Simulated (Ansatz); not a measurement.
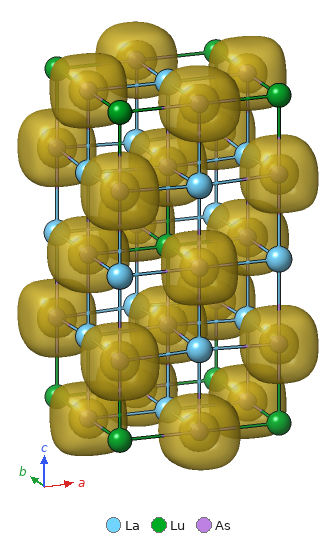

La$_{3}$LuAs$_{4}$. Isosurface of the ELF at 0.6 (yellow), seen slightly off an axis. Core shells and regions of very low density are left out. Sticks mark near contacts.

Space group I4/mmm; a structure from a database of computed crystals, not necessarily the ambient phase; started from the Li3TaO4-139 prototype, which need not be the ambient phase.

Theory: DFT, PBEsol, plane waves, PAW in Ansatz 0.2.0.

In a PAW calculation such maps are meaningful between the atoms, not at the nuclei.

**Where are the electrons localised?**

The ELF exceeds this value in eight regions wrapped around As (the valence shell of each), counted in one cell of 16 atoms. Any copies at cell faces, edges or corners count once. Along the contacts the grid gives the following. Lu–As (2.89 Å): the ELF is about 0.35 at the midpoint. La–As (2.99 Å): the ELF is about 0.25 at the midpoint.
